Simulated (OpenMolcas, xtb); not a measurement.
**How methods differ on SiN2H5OF (SMILES N[Si](N)(O)F)**

SiN2H5OF has 10 atoms, charge 0, and is taken as a singlet. SMILES: `N[Si](N)(O)F`. The shape is that of a PBE0-D4/def2-TZVP optimisation. This is one conformer, not always the lowest.

Quantity: the HOMO–LUMO gap, in eV. The values are calculated.

| level | kind | program | value (eV) | CPU time |
| --- | --- | --- | --- | --- |
| GFN0-xTB | semi-empirical | xtb | 6.67 | under 2 s |
| HF/cc-pVDZ | Hartree–Fock | OpenMolcas | 15.90 | 19 s |
| SVWN5/cc-pVDZ | LDA | OpenMolcas | 6.27 | 52 s |
| PBE/cc-pVDZ | GGA | OpenMolcas | 6.25 | 78 s |
| M06-L/cc-pVDZ | meta-GGA | OpenMolcas | 7.39 | 82 s |
| M06-2X/cc-pVDZ | hybrid meta-GGA | OpenMolcas | 11.07 | 64 s |
| B2PLYP/cc-pVDZ | double hybrid | OpenMolcas | 11.31 | 41 s |

The values span 6.25 to 15.90 eV. Orbital gaps aren't excitation energies, and those of double hybrids come from the SCF part alone; they tend to grow with the share of exact exchange. CPU times are rough (shared hosts, several kinds of processor and program).

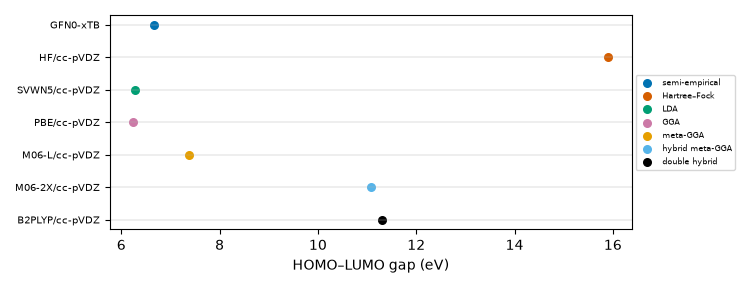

The values of the table, level by level.
